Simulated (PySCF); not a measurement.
**Core-level calculation of C$_{2}$H$_{7}$AlN$_{2}$**

The run: core-level calculation of C$_{2}$H$_{7}$AlN$_{2}$. Method and program: delta-SCF UKS SCAN, pcX-2 on the ionised atom, pcseg-1 elsewhere, non-relativistic (PySCF 2.14.0).

It belongs to a series of runs on one base structure; here: no relativity. Figures and captions count atoms from 1; the log counts them from 0 in places.

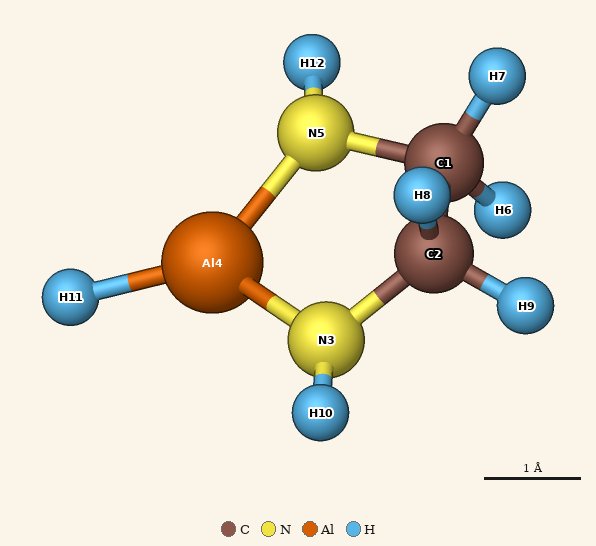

*The structure (ball-and-stick view, seen at a tilt; atoms are numbered from 1 in the order of the input). Sticks mark near contacts.*

Bond lengths as drawn: Al–H 1.58 Å, Al–N 1.78 Å, C–C 1.54 Å, C–H 1.10 to 1.11 Å, C–N 1.46 Å and H–N 1.01 Å.

Input file:
```
{"job": {"kind": "xps", "x2c": false}, "charge": 0, "multiplicity": 1}
C     -0.229490    -1.076262     0.228577
C     -1.077380     0.100718    -0.286053
N     -0.189424     1.139865    -0.789584
Al     1.371395     1.009668     0.063528
N      0.991598    -0.555593     0.829754
H     -0.010210    -1.756240    -0.622368
H     -0.831421    -1.660108     0.948289
H     -1.714195     0.471632     0.545482
H     -1.766977    -0.271758    -1.064974
H     -0.651671     1.887142    -1.288108
H      2.636425     1.951901     0.114839
H      1.539446    -1.240455     1.331517
```

The first line tells a small driver script what to run in PySCF; the rest is the geometry in Å.

Run on 1 CPU thread, shared host.

Launched with:
```bash
OMP_NUM_THREADS=1 python <driver script> task.json out
```

Output:
```
ground state, core basis on atom 0 (C), 140 functions
  cycle   1  E = -432.15261976  |g| = 6.81e-01
  cycle   2  E = -431.85555158  |g| = 1.26e+00
  cycle   3  E = -432.25956120  |g| = 8.52e-02
  cycle   4  E = -432.26176451  |g| = 2.26e-02
  cycle   5  E = -432.26186018  |g| = 1.29e-02
  cycle   6  E = -432.26189941  |g| = 1.84e-03
  cycle   7  E = -432.26189942  |g| = 1.41e-03
  cycle   8  E = -432.26189934  |g| = 3.39e-04
  E(ground) = -432.30484103 Eh
hole in C 1s of atom 0
  cycle   1  E = -421.00383081  |g| = 1.51e+00
  cycle   2  E = -420.05311097  |g| = 2.01e+00
[... 9 cycles left out ...]
  E(ion) = -421.60904745 Eh   <S^2> = 0.7731   hole on atom = 1.000   binding energy = 291.047 eV
ground state, core basis on atom 2 (N), 140 functions
[... 6 cycles left out ...]
  E(ground) = -432.31653110 Eh
hole in N 1s of atom 2
[... 10 cycles left out ...]
  E(ion) = -417.49255677 Eh   <S^2> = 0.7656   hole on atom = 1.000   binding energy = 403.381 eV
ground state, core basis on atom 3 (Al), 151 functions
[... 6 cycles left out ...]
  E(ground) = -432.30466129 Eh
hole in Al 1s of atom 3
[... 10 cycles left out ...]
  E(ion) = -374.86394078 Eh   <S^2> = 0.7524   hole on atom = 1.000   binding energy = 1563.042 eV
hole in Al 2p of atom 3
  cycle   1  E = -429.07456968  |g| = 1.07e+00
  cycle   2  E = -428.97386100  |g| = 9.79e-01
  cycle   3  E = -429.26418699  |g| = 3.75e-01
  cycle   4  E = -429.33950842  |g| = 1.26e-01
  cycle   5  E = -429.34544855  |g| = 4.19e-02
  cycle   6  E = -429.34642731  |g| = 9.78e-03
  cycle   7  E = -429.34645251  |g| = 6.91e-03
  cycle   8  E = -429.34647398  |g| = 3.26e-03
  cycle   9  E = -429.34647891  |g| = 1.06e-03
  cycle  10  E = -429.34647911  |g| = 4.41e-04
  E(ion) = -429.36150668 Eh   <S^2> = 0.7565   hole on atom = 1.003   binding energy = 80.087 eV
  2p3/2 = 79.692 eV   2p1/2 = 80.210 eV
```

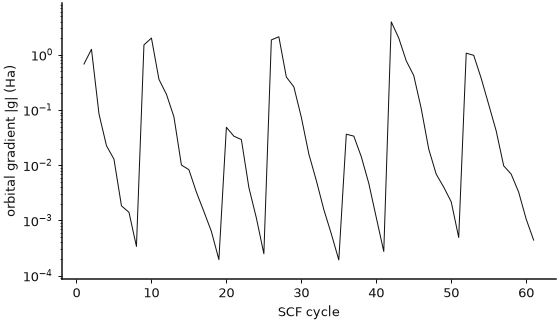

*Convergence of the self-consistent field: orbital gradient |g| against the SCF cycle.*

All cycles printed in the log are drawn one after another.

Results in brief:

```json
{"quantity": "outcome", "value": "converged"}
{"quantity": "wall time", "value": "25 s"}
{"quantity": "peak memory", "value": "0.55 GiB"}
```
